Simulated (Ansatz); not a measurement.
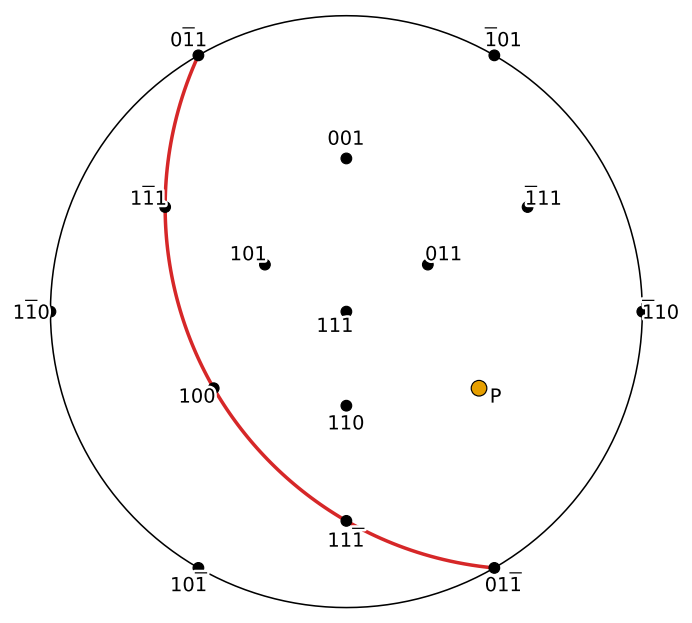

Crystal: SiC, a calculation's input that goes back to an entry of the Crystallography Open Database (an earlier step may have relaxed or displaced it). Stereographic projection of plane normals (upper hemisphere) centred on (1 1 1). The drawing is computed from the coordinates (standard cell, symmetry found to 0.002 Å).

a = 4.348 Å, b = 4.348 Å, c = 4.348 Å, α = 90.00°, β = 90.00°, γ = 90.00°.

Index the pole marked P.

Answer. P is (0 1 0), 54.7° from the centre.

Which zone does the coloured great circle trace?

Answer. The zone [0 1 1]: its poles satisfy k + l = 0.

What is the angle between the normals of (0 1 1) and (1 0 1), and what are their d_hkl = 1/|g|?

Answer. 60.0°; d = 3.075 Å and 3.075 Å.
